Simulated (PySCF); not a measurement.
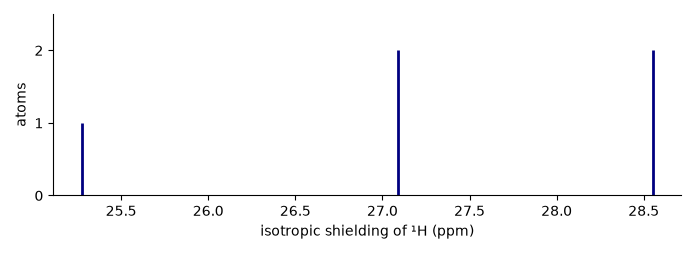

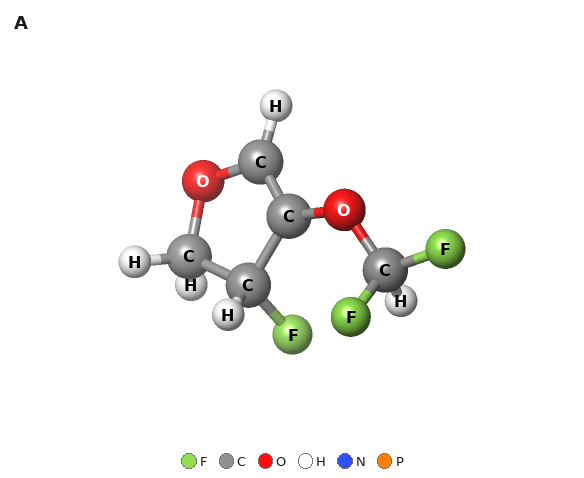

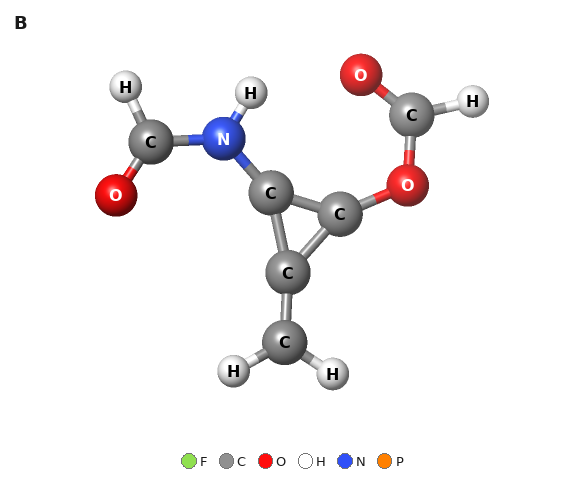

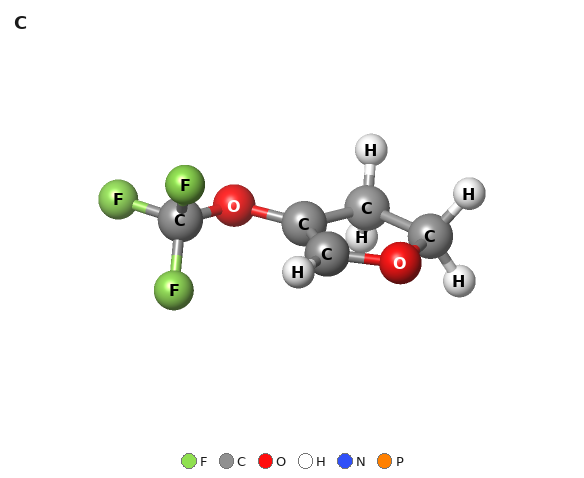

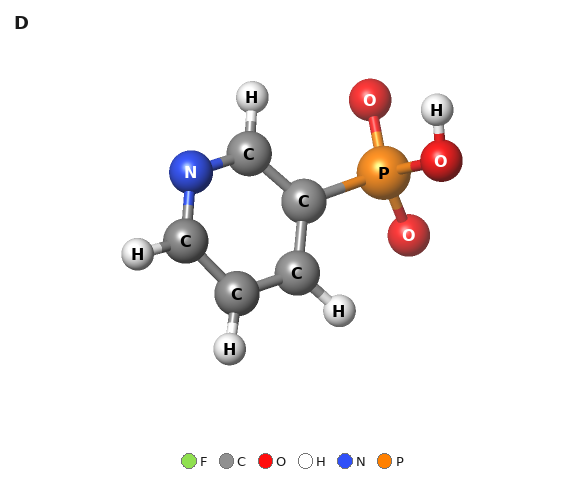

The sticks are computed shieldings of one of the molecules, for one fixed geometry (GFN2-xTB) without averaging over rotations. Low shielding means a high chemical shift. Method: GIAO PBE0/pcSseg-1 NMR shielding, non-relativistic, gas phase (PySCF 2.14.0).

> Which molecule gives this pattern?

C, `FC(F)(F)OC1=COCC1`. Its 5 H atoms give lines at 25.27, 27.09 (2 atoms), 28.55 (2 atoms) ppm.

The geometry is semi-empirical. Around P such bond lengths and angles can be off by a tenth of an ångström or more and by several degrees, and values that hang on the shape move with them.
